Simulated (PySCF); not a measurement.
## BSi2H4ClF2: core-level calculation

The run: core-level calculation of BSi2H4ClF2, SMILES F[Si](F)(Cl)B[SiH3]. Method and program: delta-SCF UKS SCAN, pcX-2 on the ionised atom, pcseg-1 elsewhere, spin-free X2C (PySCF 2.14.0).

Figures and captions count atoms from 1; the log counts them from 0 in places.

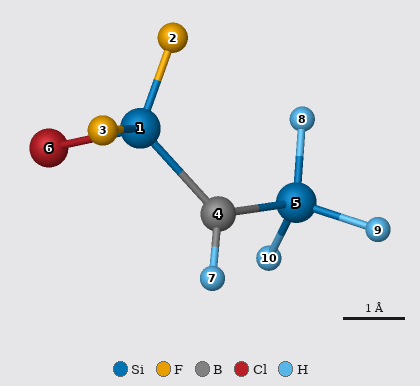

*The structure (ball-and-stick view, seen at a tilt; atoms are numbered from 1 in the order of the input).*

Bond lengths as drawn: B–H 1.21 Å, B–Si 1.98 to 2.01 Å, Cl–Si 2.05 Å, F–Si 1.61 Å and H–Si 1.49 to 1.50 Å.

Input file:
```
{"job": {"kind": "xps", "holes": 5}, "charge": 0, "multiplicity": 1}
Si    -1.713644    -0.169963    -0.214549
F     -1.992848    -0.901635     1.193348
F     -2.789513    -0.790109    -1.239396
B      0.182474    -0.152250    -0.784224
Si     1.702688     0.018186     0.523270
Cl    -2.114703     1.832387     0.010606
H      0.423050    -0.096514    -1.965743
H      1.299129    -0.156346     1.949816
H      2.752176    -0.994161     0.181243
H      2.292443     1.384301     0.346487
```

The first line tells a small driver script what to run in PySCF; the rest is the geometry in Å.

Command:
```bash
OMP_NUM_THREADS=1 python <driver script> task.json out
```

Log:
```
ground state, core basis on atom 0 (Si), 158 functions
  cycle   1  E = -1268.74642953  |g| = 6.87e-01
  cycle   2  E = -1268.54593768  |g| = 1.32e+00
  cycle   3  E = -1268.82622454  |g| = 7.44e-02
  cycle   4  E = -1268.82745707  |g| = 3.50e-02
  cycle   5  E = -1268.82781778  |g| = 7.74e-03
  cycle   6  E = -1268.82783671  |g| = 3.24e-03
  cycle   7  E = -1268.82783797  |g| = 7.64e-04
  cycle   8  E = -1268.82783693  |g| = 1.93e-04
  E(ground) = -1268.84689503 Eh
hole in Si 2p of atom 0
  cycle   1  E = -1264.46841349  |g| = 1.24e+00
  cycle   2  E = -1263.61675633  |g| = 1.60e+00
[... 9 cycles left out ...]
  E(ion) = -1264.81879621 Eh   <S^2> = 0.7518   hole on atom = 1.003   binding energy = 109.610 eV
  2p3/2 = 109.452 eV   2p1/2 = 110.080 eV
ground state, core basis on atom 1 (F), 147 functions
[... 6 cycles left out ...]
  E(ground) = -1268.82146896 Eh
hole in F 1s of atom 1
[... 10 cycles left out ...]
  E(ion) = -1243.35462588 Eh   <S^2> = 0.7567   hole on atom = 1.000   binding energy = 692.988 eV
ground state, core basis on atom 2 (F), 147 functions
[... 6 cycles left out ...]
  E(ground) = -1268.82143199 Eh
hole in F 1s of atom 2
[... 10 cycles left out ...]
  E(ion) = -1243.35649999 Eh   <S^2> = 0.7568   hole on atom = 1.000   binding energy = 692.936 eV
ground state, core basis on atom 3 (B), 147 functions
[... 6 cycles left out ...]
  E(ground) = -1268.76500551 Eh
hole in B 1s of atom 3
[... 15 cycles left out ...]
  E(ion) = -1261.53580154 Eh   <S^2> = 0.9366   hole on atom = 1.000   binding energy = 196.717 eV
ground state, core basis on atom 5 (Cl), 158 functions
[... 5 cycles left out ...]
  cycle   6  E = -1268.89820332  |g| = 3.21e-04
  E(ground) = -1268.94189147 Eh
hole in Cl 2p of atom 5
  cycle   1  E = -1260.80807751  |g| = 1.70e+00
  cycle   2  E = -1260.78202487  |g| = 1.27e+00
  cycle   3  E = -1261.23106464  |g| = 2.99e-01
  cycle   4  E = -1261.26332628  |g| = 1.95e-01
  cycle   5  E = -1261.27478437  |g| = 5.84e-02
  cycle   6  E = -1261.27614440  |g| = 1.59e-02
  cycle   7  E = -1261.27632239  |g| = 5.38e-03
  cycle   8  E = -1261.27634709  |g| = 1.22e-03
  cycle   9  E = -1261.27634647  |g| = 4.30e-04
  E(ion) = -1261.32942749 Eh   <S^2> = 0.7519   hole on atom = 1.001   binding energy = 207.146 eV
  2p3/2 = 206.565 eV   2p1/2 = 208.218 eV
```

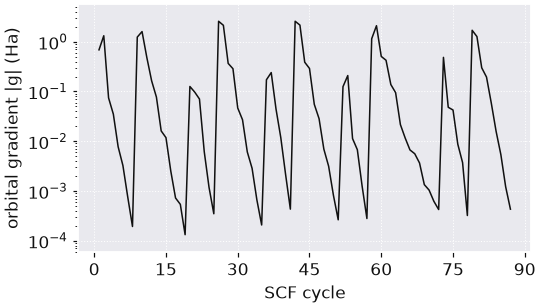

*Convergence of the self-consistent field: orbital gradient |g| against the SCF cycle.*

All cycles printed in the log are drawn one after another.

Summary:

```json
{"quantity": "outcome", "value": "converged"}
{"quantity": "hardware", "value": "1 CPU thread, shared host"}
{"quantity": "wall time", "value": "32 s"}
{"quantity": "peak memory", "value": "0.53 GiB"}
```

Remarks:

The core-hole state is spin-contaminated.
